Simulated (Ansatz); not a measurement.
# AlAs+ (quartet): from Hartree-Fock to the top rungs, cc-pVTZ

Aim: climb from Hartree-Fock through coupled cluster and multireference methods for AlAs+ (quartet) at one geometry and basis, and see what each rung misses.

Computed with Ansatz 0.2.0, Gaussian basis. Level: cc-pVTZ, core rule «outside noble gas», up to 19 orbitals frozen.

Plan: UHF; CCSD(T) on ROHF; CCSD(T) on UHF; BCCD(T) on ROHF; CISD as a restricted active space (open shells left free, so some higher excitations enter); CCSDT(Q) on ROHF; CCSDT(Q) on UHF; CASSCF and MRCISD+Q, 7 electrons in 8 orbitals; CASSCF and NEVPT2, 7 electrons in 8 orbitals.

19 further runs of the same task are left out: 5 for a known fault of the program, 4 that didn't finish, 10 set aside as unsound or not needed. Runs told in other sessions of the task aren't counted.

### Step 1. The geometry

The geometry is a PBE0/def2-TZVP stationary point (not a proven minimum). No spin-orbit coupling is included. The filled d shell of As may be among the frozen orbitals whatever the setting's name suggests.

2 atoms, charge 1, spin multiplicity 4.

Atoms are counted from 1 here; the program's logs count them from 0.

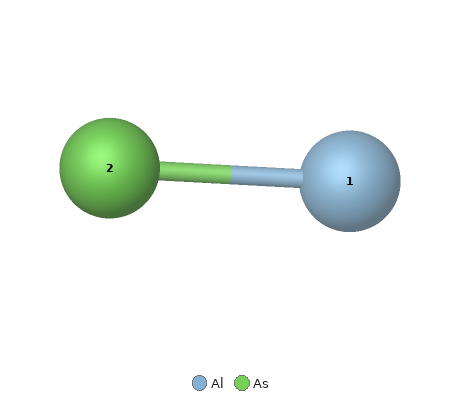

The geometry (aluminium light blue, arsenic green); atoms are numbered from 1 in the order of the file.

Geometry (Å):

```xyz
2
charge 1, multiplicity 4
Al    0.0000    0.0000    0.0000
As    0.0000    0.0000    2.5822
```

In the tables R marks a restricted open-shell determinant and U an unrestricted one; 'valence' is the active space of 7 electrons in 8 orbitals; energies count from the table's Hartree-Fock row.

### Step 2. UHF

in.yaml reads:

```yaml
crystal:
  periodic: [false, false, false]
  atoms:
    - {symbol: Al, position_ang: [0.000000, 0.000000, 0.000000]}
    - {symbol: As, position_ang: [0.000000, 0.000000, 2.582200]}
basis:
  gaussian: {orbitals: cc-pVTZ}
total_charge: 1
magnetization: {spin_polarized: true, initial_magnetization: 3}
hamiltonian: {xc: hf}
output: {orbitals: {seedname: orbitals}}
```

Command:

```console
$ ansatz run in.yaml --threads 1 --pin off --events-out ev --progress --plain --max-ram 2393MiB
```

The program printed:

```text
Functional definition: HF
  name "HF"
  cite "Fock, Z. Phys. 61, 126 (1930) doi:10.1007/BF01340294"
  parent pbe
  exchange = exact_x
  correlation = 0
508 factors; integrals over basis functions are off by at most 7.4e-4 eV
mean field evaluation 1: about -67371.9547 eV, gradient 1.0e1 eV
mean field evaluation 2: about -67371.9858 eV, gradient 1.0e1 eV
mean field evaluation 4: about -67373.0575 eV, gradient 1.5e0 eV
mean field evaluation 8: about -67373.1209 eV, gradient 1.9e-1 eV
mean field evaluation 16: about -67371.6510 eV, gradient 5.4e0 eV
mean field evaluation 32: about -67371.6526 eV, gradient 5.4e0 eV
mean field evaluation 64: about -67355.5755 eV, gradient 1.8e1 eV
mean field -67373.12210191 eV, -2475.9165701028 hartree, gradient 2.7e-5 eV, S^2 3.799238; 0 other end points of the search recorded, 0 dependent functions left out
reference -67373.12210191 eV, -2475.9165701028 hartree; 24, 21 occupied and 53, 56 virtual orbitals, 508 factors
Total energy: -67373.12210191 eV, -2475.9165701028 hartree
```

Run time: 2.1 s. Hardware: 1 thread of Arm Neoverse V2, shared host.

From the report: ⟨S²⟩ of the determinant 3.799 (pure quartet: 3.75).

### Step 3. CCSD(T) on ROHF

in.yaml reads:

```yaml
crystal:
  periodic: [false, false, false]
  atoms:
    - {symbol: Al, position_ang: [0.000000, 0.000000, 0.000000]}
    - {symbol: As, position_ang: [0.000000, 0.000000, 2.582200]}
basis:
  gaussian: {orbitals: cc-pVTZ}
total_charge: 1
magnetization: {spin_polarized: false, initial_magnetization: 3}
correlation: {method: ccsd_t, electrons: outside_noble_gas}
output: {forces: true}
```

Same command.

The program printed (excerpt; [...] marks lines left out):

```text
Functional definition: HF
  name "HF"
  cite "Fock, Z. Phys. 61, 126 (1930) doi:10.1007/BF01340294"
  parent pbe
[...]
508 factors; integrals over basis functions are off by at most 7.4e-4 eV
[...]
mean field -67372.92449249 eV, -2475.9093080905 hartree, gradient 2.9e-6 eV, S^2 3.750000; 2 other end points of the search recorded, 0 dependent functions left out
[...]
determinant -67372.92449249 eV, -2475.9093080905 hartree, with singles and doubles -67376.82659451 eV, -2476.0527076948 hartree
determinant -67369.46513764 eV, -2475.7821791447 hartree, with singles and doubles -67373.58147600 eV, -2475.9334517891 hartree
19 core orbitals not correlated: weight in the atoms' cores, before any rotation towards them, 1.000 or more for the frozen orbitals, at most 0.000 for the correlated occupied ones
reference -67372.92449249 eV, -2475.9093080905 hartree; 5, 2 occupied and 53, 56 virtual orbitals, 508 factors
second order -3.11264100 eV of doubles, -0.06603723 eV of singles
cycle   1  -3.84243743 eV  change   -2.2e-1 eV  update   2.2e-2
[...]
cycle  12  -3.85938918 eV  change   -3.5e-7 eV  update   7.1e-7
perturbative correction -0.16016480 eV, -0.0058859478 hartree
[...]
Total energy: -67376.94404647 eV, -2476.0570239747 hartree
Atom 0 at     0.000000     0.000000     0.000000 Å, force    -0.000000    -0.000000    -0.322523 eV/Å
Atom 1 at     0.000000     0.000000     2.582200 Å, force    -0.000000    -0.000000     0.322523 eV/Å
Dipole moment:    -0.000000     0.000000    -1.014760 e Å
```

Wall time 10 s (1 thread of Arm Neoverse V2, shared host); peak memory 0.27 GiB.

From the report: correlation -4.0196 eV; T1 0.035; largest double amplitude 0.09.

### Step 4. CCSD(T) on UHF

Edit in.yaml of step 3 so:

```diff
@@ -8,3 +8,3 @@
 total_charge: 1
-magnetization: {spin_polarized: false, initial_magnetization: 3}
+magnetization: {spin_polarized: true, initial_magnetization: 3}
 correlation: {method: ccsd_t, electrons: outside_noble_gas}
```

Launched as before.

The program printed (excerpt; [...] marks lines left out):

```text
Functional definition: HF
  name "HF"
  cite "Fock, Z. Phys. 61, 126 (1930) doi:10.1007/BF01340294"
  parent pbe
[...]
508 factors; integrals over basis functions are off by at most 7.4e-4 eV
[...]
mean field -67373.12210191 eV, -2475.9165701028 hartree, gradient 4.0e-6 eV, S^2 3.799238; 7 other end points of the search recorded, 0 dependent functions left out
determinant -67373.12210191 eV, -2475.9165701028 hartree, with singles and doubles -67376.84201568 eV, -2476.0532744125 hartree
determinant -67368.80558398 eV, -2475.7579409949 hartree, with singles and doubles -67371.63736482 eV, -2475.8620070212 hartree
19 core orbitals not correlated: weight in the atoms' cores, before any rotation towards them, 1.000 or more for the frozen orbitals, at most 0.000 for the correlated occupied ones
reference -67373.12210191 eV, -2475.9165701028 hartree; 5, 2 occupied and 53, 56 virtual orbitals, 508 factors
second order -2.98240966 eV of doubles, -0.00000000 eV of singles
cycle   1  -3.66953550 eV  change   -2.1e-1 eV  update   2.0e-2
[...]
cycle  12  -3.68099899 eV  change   -3.8e-7 eV  update   7.3e-7
perturbative correction -0.15570183 eV, -0.0057219368 hartree
[...]
Total energy: -67376.95880273 eV, -2476.0575662575 hartree
Atom 0 at     0.000000     0.000000     0.000000 Å, force     0.000000    -0.000000    -0.333263 eV/Å
Atom 1 at     0.000000     0.000000     2.582200 Å, force     0.000000    -0.000000     0.333263 eV/Å
Dipole moment:     0.000000     0.000000    -1.013203 e Å
```

Run time: 10 s. Hardware: 1 thread of Arm Neoverse V2, shared host; peak memory 0.27 GiB.

From the report: ⟨S²⟩ of the determinant 3.799 (pure quartet: 3.75); correlation -3.8367 eV; T1 0.024; largest double amplitude 0.08.

### Step 5. BCCD(T) on ROHF

in.yaml reads:

```yaml
crystal:
  periodic: [false, false, false]
  atoms:
    - {symbol: Al, position_ang: [0.000000, 0.000000, 0.000000]}
    - {symbol: As, position_ang: [0.000000, 0.000000, 2.582200]}
basis:
  gaussian: {orbitals: cc-pVTZ}
total_charge: 1
magnetization: {spin_polarized: false, initial_magnetization: 3}
correlation: {method: bccd_t, electrons: outside_noble_gas}
```

The command is unchanged.

The program printed (excerpt; [...] marks lines left out):

```text
Functional definition: HF
  name "HF"
  cite "Fock, Z. Phys. 61, 126 (1930) doi:10.1007/BF01340294"
  parent pbe
[...]
508 factors; integrals over basis functions are off by at most 7.4e-4 eV
[...]
mean field -67372.92449249 eV, -2475.9093080905 hartree, gradient 2.9e-6 eV, S^2 3.750000; 2 other end points of the search recorded, 0 dependent functions left out
[...]
determinant -67372.92449249 eV, -2475.9093080905 hartree, with singles and doubles -67376.82659451 eV, -2476.0527076948 hartree
determinant -67369.46513764 eV, -2475.7821791447 hartree, with singles and doubles -67373.58147600 eV, -2475.9334517891 hartree
19 core orbitals not correlated: weight in the atoms' cores, before any rotation towards them, 1.000 or more for the frozen orbitals, at most 0.000 for the correlated occupied ones
reference -67372.92449249 eV, -2475.9093080905 hartree; 5, 2 occupied and 53, 56 virtual orbitals, 508 factors
second order -3.11264100 eV of doubles, -0.06603723 eV of singles
cycle   1  -3.84979131 eV  change   -2.3e-1 eV  update   2.3e-2
[...]
cycle  10  -3.85605092 eV  change   -2.5e-6 eV  update   8.4e-6
perturbative correction -0.16385091 eV, -0.0060214099 hartree
Total energy: -67376.94439432 eV, -2476.0570367579 hartree
```

Run time: 5.5 s. Hardware: 1 thread of Arm Neoverse V2, shared host.

From the report: correlation -4.0199 eV; largest double amplitude 0.08.

### Step 6. CISD as a restricted active space (open shells left free, so some higher excitations enter)

Edit in.yaml of step 5 so:

```diff
@@ -9,2 +9,2 @@
 magnetization: {spin_polarized: false, initial_magnetization: 3}
-correlation: {method: bccd_t, electrons: outside_noble_gas}
+correlation: {active_space: {ras: {orbitals: [2, 3, 53], electrons: 7, max_holes: 2, max_particles: 2}, fixed_orbitals: true}}
```

Launched as before.

The program printed:

```text
Functional definition: HF
  name "HF"
  cite "Fock, Z. Phys. 61, 126 (1930) doi:10.1007/BF01340294"
  parent pbe
  exchange = exact_x
  correlation = 0
508 factors; integrals over basis functions are off by at most 7.4e-4 eV
mean field evaluation 1: about -67372.1440 eV, gradient 1.0e1 eV
mean field evaluation 2: about -67372.1757 eV, gradient 1.0e1 eV
mean field evaluation 4: about -67372.8871 eV, gradient 9.8e-1 eV
mean field evaluation 8: about -67372.9161 eV, gradient 2.9e-1 eV
mean field evaluation 16: about -67372.9245 eV, gradient 2.9e-6 eV
mean field -67372.92449249 eV, -2475.9093080905 hartree, gradient 2.9e-6 eV, S^2 3.750000; 1 other end points of the search recorded, 0 dependent functions left out
reference -67372.92449249 eV, -2475.9093080905 hartree; 24, 21 occupied and 53, 56 virtual orbitals, 508 factors
state -67376.64450771 eV, -2476.0460161283 hartree
Total energy: -67376.64450771 eV, -2476.0460161283 hartree
```

Wall time 6.5 s (1 thread of Arm Neoverse V2, shared host).

From the report: 40,578 determinants.

### Step 7. CCSDT(Q) on ROHF

Edit in.yaml of step 6 so:

```diff
@@ -9,2 +9,2 @@
 magnetization: {spin_polarized: false, initial_magnetization: 3}
-correlation: {active_space: {ras: {orbitals: [2, 3, 53], electrons: 7, max_holes: 2, max_particles: 2}, fixed_orbitals: true}}
+correlation: {method: ccsdt_q, electrons: outside_noble_gas}
```

Same command.

The program printed (excerpt; [...] marks lines left out):

```text
Functional definition: HF
  name "HF"
  cite "Fock, Z. Phys. 61, 126 (1930) doi:10.1007/BF01340294"
  parent pbe
[...]
847 factors; integrals over basis functions are off by at most 1.4e-7 eV
[...]
mean field -67372.92449774 eV, -2475.9093082835 hartree, gradient 1.3e-6 eV, S^2 3.750000; 2 other end points of the search recorded, 0 dependent functions left out
[...]
determinant -67372.92449774 eV, -2475.9093082835 hartree, with singles and doubles -67376.82660113 eV, -2476.0527079383 hartree
determinant -67369.46514510 eV, -2475.7821794190 hartree, with singles and doubles -67373.58148553 eV, -2475.9334521396 hartree
19 core orbitals not correlated: weight in the atoms' cores, before any rotation towards them, 1.000 or more for the frozen orbitals, at most 0.000 for the correlated occupied ones
reference -67372.92449774 eV, -2475.9093082835 hartree; 5, 2 occupied and 53, 56 virtual orbitals, 847 factors
second order -3.11264380 eV of doubles, -0.06603725 eV of singles
cycle   1  -3.64793500 eV  change   -4.7e-1 eV  update   7.9e-2
[...]
cycle  16  -4.05109108 eV  change    5.9e-7 eV  update   6.7e-7
perturbative correction -0.00747282 eV, -0.0002746210 hartree
Total energy: -67376.98306164 eV, -2476.0584577557 hartree
```

It took 42 s on 1 thread of Arm Neoverse V2, shared host; peak memory 0.52 GiB.

From the report: correlation -4.0586 eV; T1 0.037; largest double amplitude 0.10.

### Step 8. CCSDT(Q) on UHF

Edit in.yaml of step 7 so:

```diff
@@ -8,3 +8,3 @@
 total_charge: 1
-magnetization: {spin_polarized: false, initial_magnetization: 3}
+magnetization: {spin_polarized: true, initial_magnetization: 3}
 correlation: {method: ccsdt_q, electrons: outside_noble_gas}
```

The command is unchanged.

The program printed (excerpt; [...] marks lines left out):

```text
Functional definition: HF
  name "HF"
  cite "Fock, Z. Phys. 61, 126 (1930) doi:10.1007/BF01340294"
  parent pbe
[...]
847 factors; integrals over basis functions are off by at most 1.4e-7 eV
[...]
mean field -67373.12210697 eV, -2475.9165702886 hartree, gradient 7.5e-6 eV, S^2 3.799238; 7 other end points of the search recorded, 0 dependent functions left out
determinant -67373.12210697 eV, -2475.9165702886 hartree, with singles and doubles -67376.84345175 eV, -2476.0533271871 hartree
determinant -67369.53175994 eV, -2475.7846274691 hartree, with singles and doubles -67372.98822443 eV, -2475.9116501964 hartree
determinant -67368.80559200 eV, -2475.7579412894 hartree, with singles and doubles -67371.63255293 eV, -2475.8618301876 hartree
19 core orbitals not correlated: weight in the atoms' cores, before any rotation towards them, 1.000 or more for the frozen orbitals, at most 0.000 for the correlated occupied ones
reference -67373.12210697 eV, -2475.9165702886 hartree; 5, 2 occupied and 53, 56 virtual orbitals, 847 factors
second order -2.98241272 eV of doubles, -0.00000000 eV of singles
cycle   1  -3.45036355 eV  change   -4.7e-1 eV  update   7.7e-2
[...]
cycle  17  -3.86845157 eV  change   -4.5e-7 eV  update   4.8e-7
perturbative correction -0.00763901 eV, -0.0002807283 hartree
Total energy: -67376.99819754 eV, -2476.0590139900 hartree
```

It took 41 s on 1 thread of Arm Neoverse V2, shared host; peak memory 0.48 GiB.

From the report: ⟨S²⟩ of the determinant 3.799 (pure quartet: 3.75); correlation -3.8761 eV; T1 0.026; largest double amplitude 0.09.

### Step 9. CASSCF and MRCISD+Q, 7 electrons in 8 orbitals

in.yaml reads:

```yaml
crystal:
  periodic: [false, false, false]
  atoms:
    - {symbol: Al, position_ang: [0.000000, 0.000000, 0.000000]}
    - {symbol: As, position_ang: [0.000000, 0.000000, 2.582200]}
basis:
  gaussian: {orbitals: cc-pVTZ}
total_charge: 1
magnetization: {spin_polarized: false, initial_magnetization: 3}
correlation: {method: fic_mrcisd_q, electrons: outside_noble_gas, active_space: {window: {electrons: 7, orbitals: 8}, shells: [{species: Al, l: s, shell: 3}, {species: Al, l: p, shell: 3}, {species: As, l: s, shell: 4}, {species: As, l: p, shell: 4}]}}
```

The command is unchanged.

The program printed (excerpt; [...] marks lines left out):

```text
Functional definition: HF
  name "HF"
  cite "Fock, Z. Phys. 61, 126 (1930) doi:10.1007/BF01340294"
  parent pbe
[...]
847 factors; integrals over basis functions are off by at most 1.4e-7 eV
[...]
mean field -67372.92449774 eV, -2475.9093082835 hartree, gradient 1.3e-6 eV, S^2 3.750000; 1 other end points of the search recorded, 0 dependent functions left out
reference -67372.92449774 eV, -2475.9093082835 hartree; 24, 21 occupied and 53, 56 virtual orbitals, 847 factors
state -67374.14484274 eV, -2475.9541551350 hartree
contracted CI cycle   1: correlation 0.00000000 eV, 0.0000000000 hartree, residual 1.18e1 eV
contracted CI cycle   2: correlation -2.57876487 eV, -0.0947678612 hartree, residual 2.03e0 eV
contracted CI cycle   3: correlation -2.65606097 eV, -0.0976084403 hartree, residual 4.09e-1 eV
contracted CI cycle   4: correlation -2.65918336 eV, -0.0977231861 hartree, residual 8.72e-2 eV
contracted CI cycle   5: correlation -2.65932003 eV, -0.0977282084 hartree, residual 1.97e-2 eV
contracted CI cycle   6: correlation -2.65932700 eV, -0.0977284648 hartree, residual 4.58e-3 eV
contracted CI cycle   7: correlation -2.65932737 eV, -0.0977284781 hartree, residual 9.92e-4 eV
contracted CI cycle   8: correlation -2.65932738 eV, -0.0977284788 hartree, residual 2.26e-4 eV
state -67374.14484274 eV, -2475.9541551350 hartree; corrected -67376.97565189 eV, -2476.0581854525 hartree
Total energy: -67376.97565189 eV, -2476.0581854525 hartree
Checks for a lower state left out: starts, orbital_swaps
```

Wall time 6.5 s (1 thread of Arm Neoverse V2, shared host); peak memory 0.27 GiB.

From the report: 400 determinants; active occupations 1.99, 1.90, 1.00, 1.00, 1.00, 0.04, 0.04, 0.03.

### Step 10. CASSCF and NEVPT2, 7 electrons in 8 orbitals

in.yaml reads:

```yaml
crystal:
  periodic: [false, false, false]
  atoms:
    - {symbol: Al, position_ang: [0.000000, 0.000000, 0.000000]}
    - {symbol: As, position_ang: [0.000000, 0.000000, 2.582200]}
basis:
  gaussian: {orbitals: cc-pVTZ}
total_charge: 1
magnetization: {spin_polarized: false, initial_magnetization: 3}
correlation: {method: sc_nevpt2, electrons: outside_noble_gas, active_space: {window: {electrons: 7, orbitals: 8}, shells: [{species: Al, l: s, shell: 3}, {species: Al, l: p, shell: 3}, {species: As, l: s, shell: 4}, {species: As, l: p, shell: 4}]}}
```

Launched as before.

The program printed:

```text
Functional definition: HF
  name "HF"
  cite "Fock, Z. Phys. 61, 126 (1930) doi:10.1007/BF01340294"
  parent pbe
  exchange = exact_x
  correlation = 0
847 factors; integrals over basis functions are off by at most 1.4e-7 eV
mean field evaluation 1: about -67372.1059 eV, gradient 1.0e1 eV
mean field evaluation 2: about -67372.1727 eV, gradient 1.0e1 eV
mean field evaluation 4: about -67372.8863 eV, gradient 9.8e-1 eV
mean field evaluation 8: about -67372.9161 eV, gradient 2.9e-1 eV
mean field evaluation 16: about -67372.9245 eV, gradient 6.9e-7 eV
mean field -67372.92449774 eV, -2475.9093082835 hartree, gradient 1.3e-6 eV, S^2 3.750000; 1 other end points of the search recorded, 0 dependent functions left out
reference -67372.92449774 eV, -2475.9093082835 hartree; 24, 21 occupied and 53, 56 virtual orbitals, 847 factors
state -67374.14484274 eV, -2475.9541551350 hartree
state -67374.14484274 eV, -2475.9541551350 hartree; corrected -67376.38910553 eV, -2476.0366302714 hartree
Total energy: -67376.38910553 eV, -2476.0366302714 hartree
Checks for a lower state left out: starts, orbital_swaps
```

Run time: 4.8 s. Hardware: 1 thread of Arm Neoverse V2, shared host.

From the report: 400 determinants; active occupations 1.99, 1.90, 1.00, 1.00, 1.00, 0.04, 0.04, 0.03.

### Step 11. How many determinants matter

Natural occupations of the CASSCF valence state about the gap (report; correlated orbitals 1 to 8): 1.988, 1.904, 1.000, 0.997, 0.997, 0.040, 0.040, 0.034. The count of effectively unpaired electrons, Σ n²(2 − n)², is 3.05; a single determinant of this spin has 3.

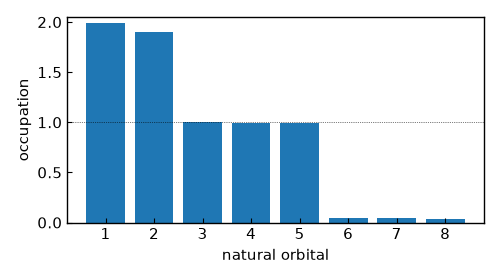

Natural occupations of the CASSCF valence state.

### Step 12. The ladder

The yardstick is UCCSDT(Q), where the cluster series has nearly closed. Rows without a time are mean-field rows or come out of runs for another level: lower rungs of the coupled-cluster runs, CASSCF and MRCISD of the multireference runs, or the Hartree-Fock search. The times of RCCSD(T), UCCSD(T) include forces.

Differences are taken before rounding.

```tsv
method	energy from the lowest ROHF (meV)	from UCCSDT(Q) (meV)	time
ROHF	0.0	+4073.7	
UHF	-197.6	+3876.1	
RMP2	-3178.7	+895.0	
UMP2	-3180.0	+893.7	
CISD	-3720.0	+353.7	6.5 s
RCCSD	-3859.4	+214.3	
UCCSD	-3878.6	+195.1	
RCCSD(T)	-4019.6	+54.2	10 s
UCCSD(T)	-4034.3	+39.4	10 s
BCCD(T)	-4019.9	+53.8	5.5 s
RCCSDT	-4051.1	+22.6	
UCCSDT	-4066.1	+7.6	
RCCSDT(Q)	-4058.6	+15.1	42 s
UCCSDT(Q)	-4073.7	0	41 s
CASSCF valence	-1220.4	+2853.4	
NEVPT2 valence	-3464.6	+609.1	4.8 s
MRCISD valence	-3879.7	+194.0	
MRCISD+Q valence	-4051.2	+22.5	6.5 s
```

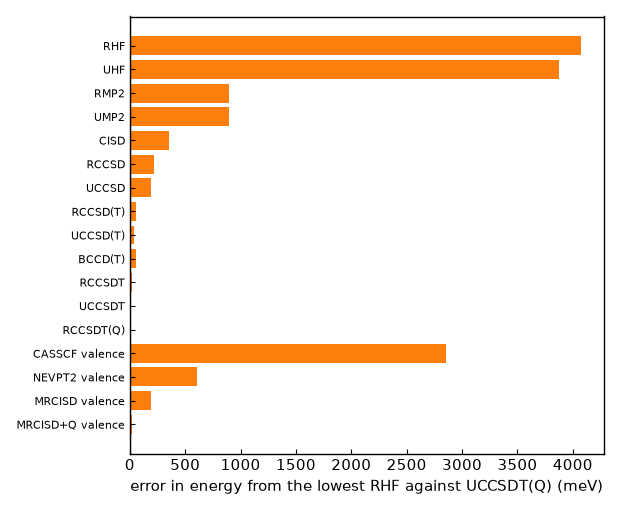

Error of each method against UCCSDT(Q).

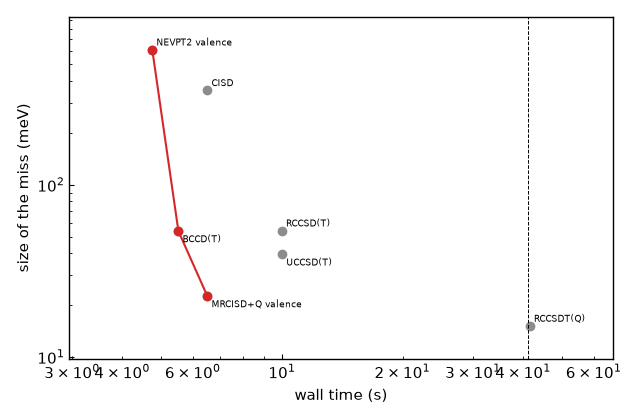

Accuracy for the time spent; red marks the levels that beat every quicker one drawn (of those quicker than the yardstick), and the dashed line is the time of UCCSDT(Q). Times are from a shared host.

### Step 13. Summary of results

```
                         quantity                                                  value
    UCCSDT(Q) from the ROHF energy                                             -4.0737 eV
              RMP2 from UCCSDT(Q)                                             +895.0 meV
              UMP2 from UCCSDT(Q)                                             +893.7 meV
             RCCSD from UCCSDT(Q)                                             +214.3 meV
          RCCSD(T) from UCCSDT(Q)                                              +54.2 meV
          UCCSD(T) from UCCSDT(Q)                                              +39.4 meV
         RCCSDT(Q) from UCCSDT(Q)                                              +15.1 meV
    NEVPT2 valence from UCCSDT(Q)                                             +609.1 meV
  MRCISD+Q valence from UCCSDT(Q)                                              +22.5 meV
levels within 1 kcal/mol (43 meV)  UCCSD(T), RCCSDT, UCCSDT, RCCSDT(Q), MRCISD+Q valence
                    T1 diagnostic                                                  0.035
   effectively unpaired electrons                                                   3.05
```

RCCSD(T) misses by +54.2 meV, 1.3 % of the correlation energy. One determinant dominates. Of the multireference levels listed MRCISD+Q valence comes nearest in total energy (+22.5 meV), which doesn't show that its space is the better one. These misses are within one basis, not against nature; the frozen cores of restricted and unrestricted runs differ, which can shift their rows.

With open shells the CI space here admits some higher excitations, so it is larger than plain CISD.

For cost: MRCISD+Q valence gets within 22.5 meV in 6.5 s, where UCCSDT(Q) took 41 s; the quickest level in the cost chart, NEVPT2 valence, takes 4.8 s and misses by 609.1 meV.
